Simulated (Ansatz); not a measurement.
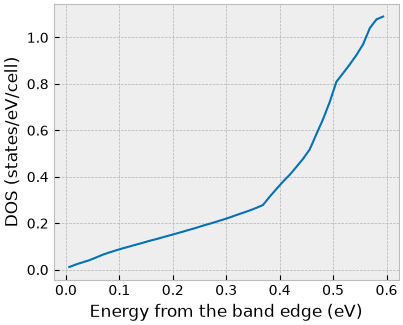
Fig. 1. Density of states of YN (Fm-3m) below the valence band maximum, r2SCAN with spin-orbit coupling, rigid bands in Ansatz (a program for electronic structure); cell volume 29.3 Å³.

What effective density of states at 300 K does this give (∫ g(E) exp(−E/k_BT) dE, both spins, divided by the cell's size)?

2.4e19 cm⁻³, a density-of-states mass of 0.98 mₑ, valleys and band degeneracy included.

Geometry: cell and atoms relaxed with r2SCAN.
